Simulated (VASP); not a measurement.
Consider the following.

```xyz
2
Lattice="0.0000 2.2751 2.2751 2.2751 0.0000 2.2751 2.2751 2.2751 0.0000" Properties=species:S:1:pos:R:3 pbc="T T T"
Na     0.0000     0.0000     0.0000
F      2.2751     2.2751     2.2751
```

Calculation: r2SCAN+rVV10, VASP's PBE PAW potentials (set 64) (plane waves; VASP 6.6.1). Settings: 520 eV cut-off, 11×11×11 Γ-centred mesh, tetrahedra with Blöchl corrections, potentials Na_pv F.

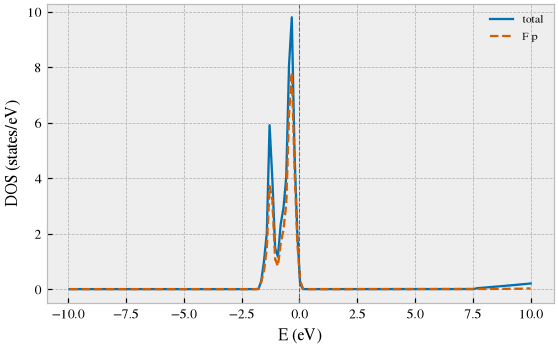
Figure: Total and projected density of states, zero at the valence-band maximum

Within 2 eV below the valence-band maximum the largest weight inside VASP's projection spheres is F p.

The gap is direct, 7.41 eV, from the valence maximum at Γ to the conduction minimum at Γ.

The compound is NaF in the rock salt structure. It was relaxed first, which changed the volume by -5 %.
